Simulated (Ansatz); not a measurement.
CH$_{5}$Al···H$_{2}$S

```csv
atom,x (Å),y (Å),z (Å)
Al,0.1301,0.2243,0.1407
C,0.0201,0.1268,2.1119
H,-0.9377,-0.2615,2.5068
H,0.8496,-0.4396,2.5748
H,0.1091,1.1572,2.5180
H,1.5432,0.5093,-0.5711
H,-1.2168,0.2229,-0.7390
S,-0.1182,-3.1489,0.8216
H,-1.3970,-3.1529,0.3591
H,-0.3756,-2.1258,1.7216
```

Not at a stationary point (largest force 0.7 eV/Å).

These are results of Ansatz 0.2.0, RKS revPBE-D4/6-31G*, not measurements.

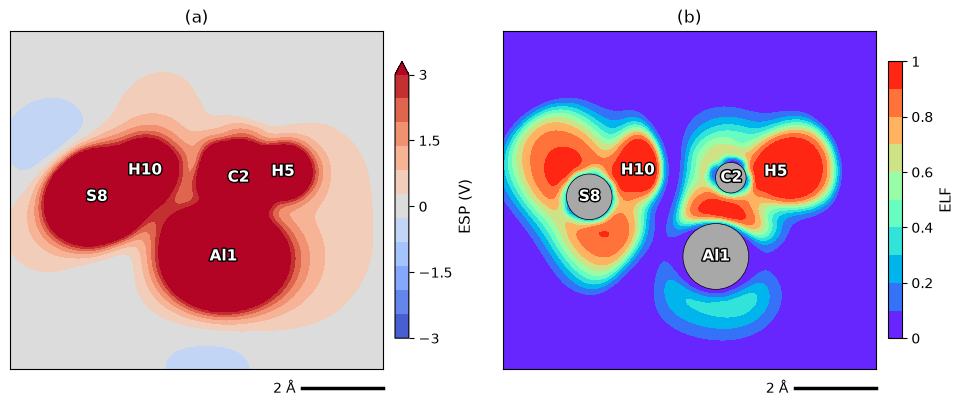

Figure 1. (a) electrostatic potential; (b) electron localisation function on the plane of atoms Al1, C2 and H5. Grey discs cover the atomic cores in the ELF map.

Describe what can be read from this map.

Answer. The section cuts through Al, C, H and S sites.
C2···H10 (2.32 Å): the ELF dips to about 0.05 between them.
C–Al (1.98 Å): the ELF peaks at about 0.95 between the atoms, as expected for a shared but strongly polarised pair.
C–H (1.11 Å): the ELF climbs to about 1 towards the hydrogen, as it does in any bond to H; an ordinary covalent bond to hydrogen.
S–H (1.39 Å): the ELF climbs to about 1 towards the hydrogen.
The ELF also peaks beside S8, away from the bonds: lone-pair regions.
Outside the dense part of the complex the potential is most negative (−0.7 V) near S8.

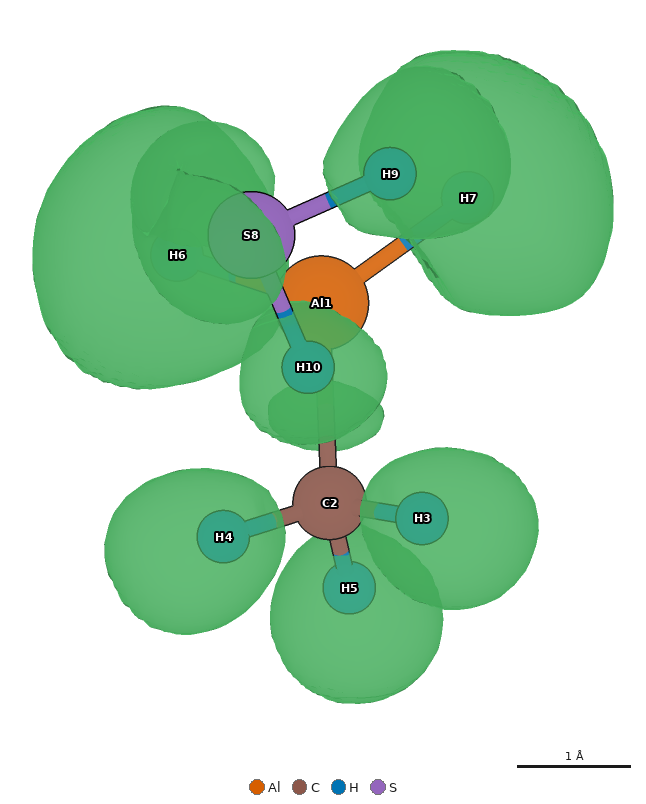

Figure 2. Isosurface of the electron localisation function at 0.9 (green), seen at an oblique angle. Only the valence region is drawn (cores and ρ < 0.01 e/Å³ removed).

Describe the localisation domains.

Answer. The ELF exceeds this value in one region between bonded Al–C atoms (shared pairs), seven regions around hydrogen nuclei and one region wrapped around S (its valence shell).

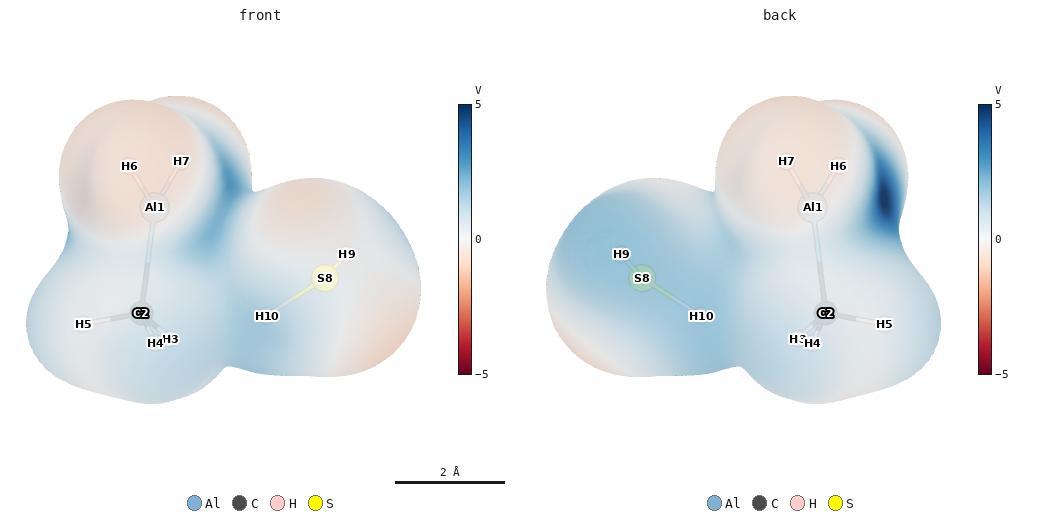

Figure 3. The electrostatic potential painted on the density surface at 0.004 e/bohr³, seen from the front and from behind; the colour scale runs from red (negative) to blue (positive).

Describe the electrostatic potential map.

Answer. The most negative region (about −0.7 V) lies over S8, the most positive (about +4.5 V) over Al1.
